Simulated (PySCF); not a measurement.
**NH+ (SMILES [NH+]): UM06-2X/def2-TZVPPD**

What is the vertical doublet–quartet gap of NH+ at UM06-2X/def2-TZVPPD? Input form: a Python script.

Program for the calculation: PySCF 2.14.0.

10 further runs of the same task are left out: 1 that didn't finish, 9 set aside as unsound or not needed. Runs told in other sessions of the task aren't counted.

### 1 The molecule

NH+: 2 atoms, total charge +1, spin state doublet. SMILES: `[NH+]`. The coordinates come from a GFN2-xTB relaxation.

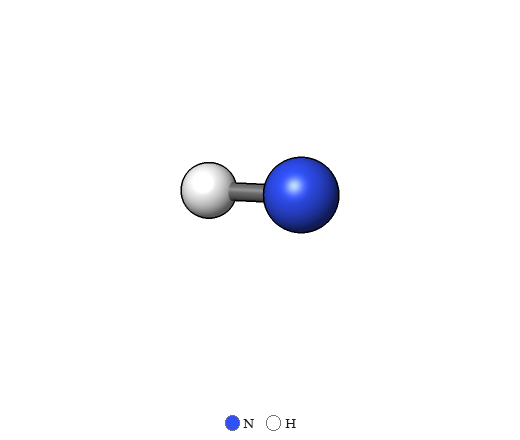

The structure, seen from a chosen angle (nitrogen blue, hydrogen white).

### 2 A single-point energy at UM06-2X/def2-TZVPPD

input.xyz

```xyz
2

N      0.000000     0.000000     0.000000
H      0.000000     0.000000     1.092650
```

run.py

```python
from pyscf import gto, dft

molecule = gto.M(
    atom='input.xyz',
    charge=1,
    verbose=3,
    basis='def2-tzvppd',
    max_memory=1860,
    spin=1,
)

calc0 = dft.UKS(molecule, xc='m06-2x')
calc0.grids.level = 5
calc0.conv_tol = 1e-10
calc0.kernel()
if not calc0.converged:
    calc0 = calc0.newton().run(calc0.mo_coeff, calc0.mo_occ)

energy = calc0.e_tot
print(f'total energy: {energy:.8f} hartree')
```

Run with:

```console
OMP_NUM_THREADS=1 python run.py
```

Standard output:

```text
WARN: HOMO -0.222491420984879 >= LUMO -0.222491420984867

converged SCF energy = -54.7199904052992  <S^2> = 0.75255828  2S+1 = 2.0025566
total energy: -54.71999041 hartree
```

Wall time 8.1 s (1 thread of Arm Neoverse V1, shared host); peak memory 0.3 GiB.

### 3 The quartet at the same level

run.py

```python
from pyscf import gto, dft

mol = gto.Mole()
mol.atom = 'N 0.000000 0.000000 0.000000; H 0.000000 0.000000 1.092650'
mol.charge = 1
mol.verbose = 4
mol.spin = 3
mol.max_memory = 1860
mol.basis = 'def2-tzvppd'
mol.build()

mf = dft.UKS(mol)
mf.xc = 'm06-2x'
mf.conv_tol = 1e-10
mf.grids.level = 5
mf.kernel()
if not mf.converged:
    mf = mf.newton().run(mf.mo_coeff, mf.mo_occ)

e_final = mf.e_tot
print('E(%s) = %.9f' % ('M06-2X', e_final))
```

Run with:

```console
OMP_NUM_THREADS=1 python run.py
```

Standard output:

```text
PySCF version 2.14.0

[INPUT] num. atoms = 2
[INPUT] num. electrons = 7
[INPUT] charge = 1
[INPUT] spin (= nelec alpha-beta = 2S) = 3
[INPUT] symmetry False subgroup None
[INPUT] Mole.unit = angstrom
[INPUT] Symbol           X                Y                Z      unit          X                Y                Z       unit  Magmom
[INPUT]  1 N      0.000000000000   0.000000000000   0.000000000000 AA    0.000000000000   0.000000000000   0.000000000000 Bohr   0.0
[INPUT]  2 H      0.000000000000   0.000000000000   1.092650000000 AA    0.000000000000   0.000000000000   2.064809250006 Bohr   0.0

nuclear repulsion = 3.39014366580332
number of shells = 20
number of NR pGTOs = 71
number of NR cGTOs = 54
basis = def2-tzvppd
ecp = {}

******** <class 'pyscf.dft.uks.UKS'> ********
method = UKS
initial guess = minao
damping factor = 0
level_shift factor = 0
DIIS = <class 'pyscf.scf.diis.CDIIS'>
diis_start_cycle = 1
diis_space = 8
diis_damp = 0
SCF conv_tol = 1e-10
SCF conv_tol_grad = None
SCF max_cycles = 50
direct_scf = True
direct_scf_tol = 1e-13
number electrons alpha = 5  beta = 2
XC library pyscf.dft.libxc version 7.0.0
    S. Lehtola, C. Steigemann, M. J.T. Oliveira, and M. A.L. Marques.,  SoftwareX 7, 1–5 (2018)
XC functionals = m06-2x
    Y. Zhao and D. G. Truhlar.,  Theor. Chem. Acc. 120, 215 (2008)
    Y. Zhao and D. G. Truhlar.,  Theor. Chem. Acc. 120, 215 (2008)
radial grids:
    Treutler-Ahlrichs [JCP 102, 346 (1995); DOI:10.1063/1.469408] (M4) radial grids

becke partition: Becke, JCP 88, 2547 (1988); DOI:10.1063/1.454033
pruning grids: <function nwchem_prune>
grids dens level: 5
symmetrized grids: False
atomic radii adjust function: <function treutler_atomic_radii_adjust>
small_rho_cutoff = 0
Set gradient conv threshold to 1e-05
tot grids = 65656
init E= -54.9194888877529
[... the frontier-level lines of each cycle are left out ...]


cycle= 1 E= -54.5875448020147  delta_E= 0.332  |g|= 0.442  |ddm|= 0.688
cycle= 2 E= -54.6974081305795  delta_E= -0.11  |g|= 0.231  |ddm|= 0.436
cycle= 3 E= -54.7171946786881  delta_E= -0.0198  |g|= 0.0326  |ddm|= 0.164
cycle= 4 E= -54.7181750009585  delta_E= -0.00098  |g|= 0.0086  |ddm|= 0.0436
cycle= 5 E= -54.7183179864806  delta_E= -0.000143  |g|= 0.00417  |ddm|= 0.0143
cycle= 6 E= -54.7183436606174  delta_E= -2.57e-05  |g|= 0.000967  |ddm|= 0.0067
cycle= 7 E= -54.718345149097  delta_E= -1.49e-06  |g|= 0.000282  |ddm|= 0.00171
cycle= 8 E= -54.7183452141878  delta_E= -6.51e-08  |g|= 2.76e-05  |ddm|= 0.000515
cycle= 9 E= -54.7183452145718  delta_E= -3.84e-10  |g|= 5.28e-06  |ddm|= 4.15e-05
cycle= 10 E= -54.7183452145873  delta_E= -1.55e-11  |g|= 1.01e-06  |ddm|= 6e-06
Extra cycle  E= -54.7183452145881  delta_E= -7.53e-13  |g|= 3.62e-07  |ddm|= 7.73e-07
converged SCF energy = -54.7183452145881  <S^2> = 3.7524767  2S+1 = 4.0012381
E(M06-2X) = -54.718345215
```

It took 7.8 s on 1 thread of Arm Neoverse V1, shared host; peak memory 0.3 GiB.

### 4 Results

At UM06-2X/def2-TZVPPD:

| quantity | value |
| --- | --- |
| doublet: total energy | -54.71999 Eh |
| doublet: HOMO energy (highest over α and β) | -23.99 eV |
| doublet: LUMO energy (lowest over α and β) | -15.75 eV |
| doublet: ⟨S²⟩ | 0.753 |
| quartet: total energy | -54.71835 Eh |
| quartet: HOMO energy (highest over α and β) | -23.91 eV |
| quartet: LUMO energy (lowest over α and β) | -15.94 eV |
| quartet: ⟨S²⟩ | 3.752 |
| vertical energy of the quartet above the doublet | 0.045 eV |

What this shows: At this shape the quartet lies 0.04 eV (4.3 kJ/mol) above the doublet.
